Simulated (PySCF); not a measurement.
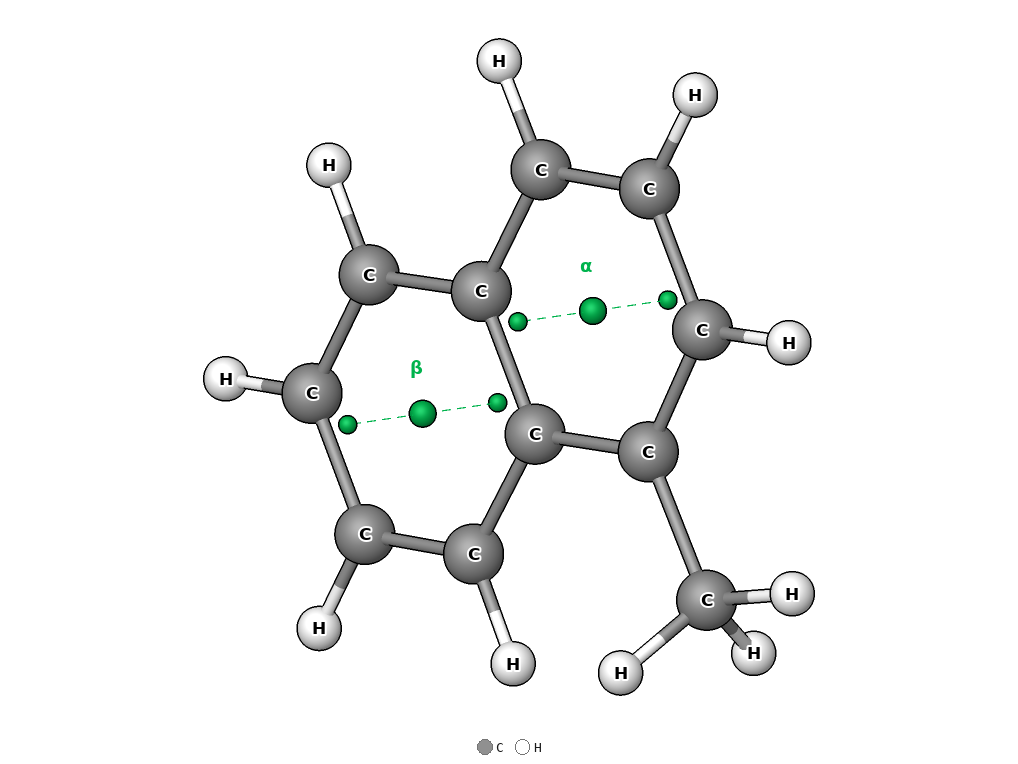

The small points mark where nucleus-independent chemical shifts (NICS) were computed: at the centre of each lettered ring and 1 Å above and below it. The computed structure is the end point of a PBE0-D3(BJ)/def2-SVP optimisation. No frequency run is at hand to confirm it as a minimum. Level of theory: GIAO PBE0/pcSseg-1 NMR shielding, non-relativistic, gas phase (PySCF 2.14.0).

Give NICS(0), NICS(1) and the out-of-plane component NICS(1)zz for each ring (means of the two sides).

| ring | members | NICS(0) | NICS(1) | NICS(1)zz |
| --- | --- | --- | --- | --- |
| α | C6 | −8.6 | −11.5 | −27.8 |
| β | C6 | −9.0 | −11.9 | −29.3 |

Values in ppm.

### What do the values say about the ring currents?

Ring α: diatropic, as in an aromatic ring. Ring β: diatropic, as in an aromatic ring. NICS is one index among several.
